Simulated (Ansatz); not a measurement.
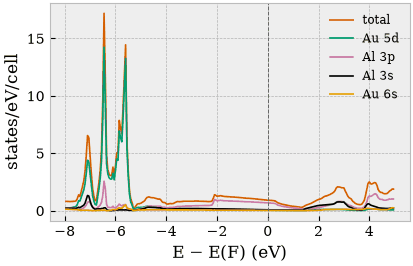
Total and projected density of states of Al2Au (fluorite or antifluorite type, space group No. 225), LDA in the plane-wave PAW code Ansatz

Question: Which orbitals carry the states next to the Fermi level?

Answer: Within 0.5 eV of the Fermi level: Al 3p 73 %, Al 3s 9 %, Au 5d 6 %, outside the projected shells 10 %. Projections are on Löwdin-orthogonalised atomic valence shells; empty p or d shells of many metals are not among them.

Question: Where is the tallest occupied peak in this window, and what makes it?

Answer: Near -6.4 eV, about 17 states/eV per cell; the largest projected share is Au 5d.

Space group Fm-3m (fluorite or antifluorite type). The LDA relaxation kept the symmetry of its start; of distortions, only those at the zone centre were tested. Scalar-relativistic: spin–orbit coupling is off unless named, which matters more the heavier the elements.

Potentials: the later of the program's two PAW sets.
